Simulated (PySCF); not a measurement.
C6H7F2N

```yaml
atoms:
  - { symbol: N, position_ang: [3.2830, 1.2100, -0.5913] }
  - { symbol: C, position_ang: [2.4242, 0.4588, -0.5964] }
  - { symbol: C, position_ang: [1.3238, -0.4917, -0.5662] }
  - { symbol: F, position_ang: [1.8123, -1.7605, -0.3243] }
  - { symbol: C, position_ang: [0.3238, -0.1190, 0.5293] }
  - { symbol: C, position_ang: [-0.9453, -0.9955, 0.5342] }
  - { symbol: C, position_ang: [-1.7625, 0.1847, -0.0183] }
  - { symbol: C, position_ang: [-0.5489, 1.1013, 0.1749] }
  - { symbol: F, position_ang: [-0.1629, 1.7767, -0.9560] }
  - { symbol: H, position_ang: [0.8419, -0.5215, -1.5540] }
  - { symbol: H, position_ang: [0.8506, -0.0500, 1.4828] }
  - { symbol: H, position_ang: [-1.2431, -1.3018, 1.5333] }
  - { symbol: H, position_ang: [-0.8949, -1.8751, -0.1035] }
  - { symbol: H, position_ang: [-2.0258, 0.0817, -1.0686] }
  - { symbol: H, position_ang: [-2.6490, 0.4619, 0.5455] }
  - { symbol: H, position_ang: [-0.6348, 1.8490, 0.9670] }
```

Geometry: GFN2-xTB.

Method: PBE0/pcSseg-1, SCF density, gas phase, non-relativistic (PySCF 2.14.0).

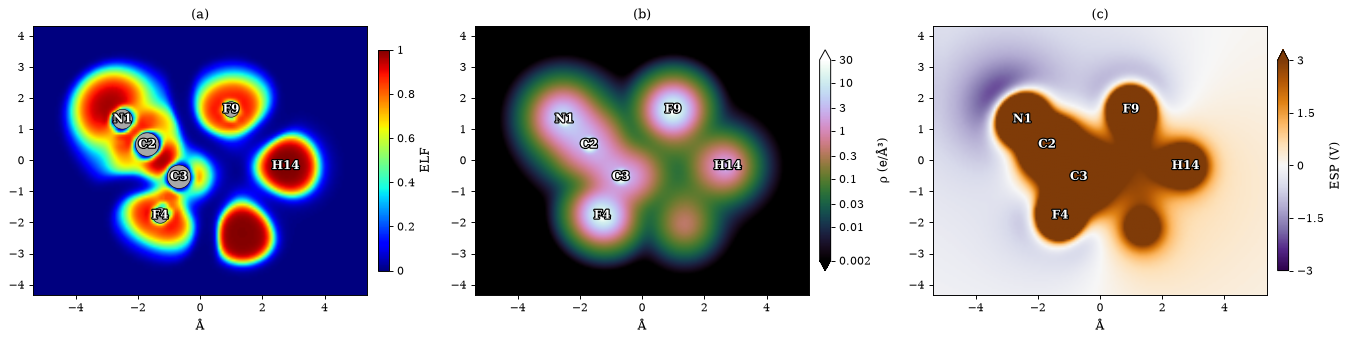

Figure 1. (a) ELF; (b) electron density; (c) molecular electrostatic potential on the plane of atoms C2, C3 and F4. Grey discs cover the atomic cores in the ELF map.

**Describe what can be read from this map.**

- Atoms in the plane: N, C, F and H.
- C–N (1.14 Å): ρ is about 3.6 e/Å³ halfway; the ELF peaks at about 0.85 between the atoms: a multiple bond.
- C–F (1.38 Å): ρ at the midpoint is about 2.1 e/Å³, with its minimum of 1.7 e/Å³ about 0.5 Å from C; the ELF peaks at about 0.85 between the atoms, as expected for a polar covalent bond.
- C–C (1.45 Å): the density is about 1.9 e/Å³ at the midpoint; the ELF peaks at about 0.95 between the atoms; localised, covalent bonding.
- The ELF also peaks beside F4, N1 and F9, away from the bonds: lone-pair regions.
- Outside the dense part of the molecule the potential is most negative (−2.1 V) near N1.

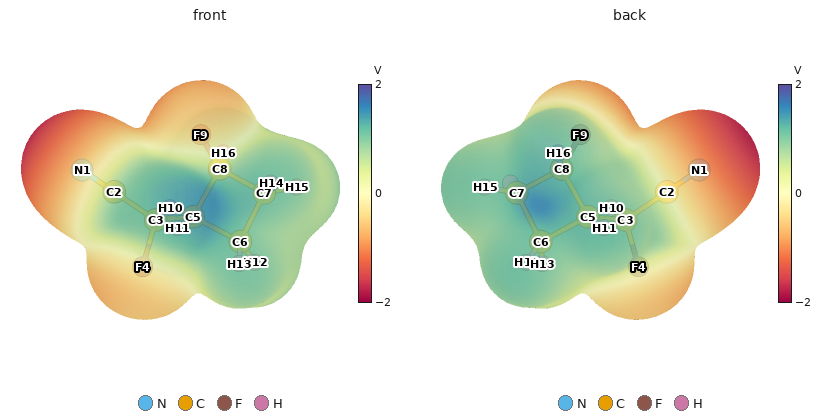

Figure 2. The electrostatic potential painted on the density surface at 0.002 e/bohr³, seen from the front and from behind; red is negative and blue positive.

**Describe the electrostatic potential map.**

The most negative region (about −1.8 V) lies over N1, the most positive (about +1.5 V) over the C and H atoms. N1 is the likeliest acceptor of a hydrogen bond.

**How polar is the molecule by this calculation?**

Its dipole moment is 4.76 D.
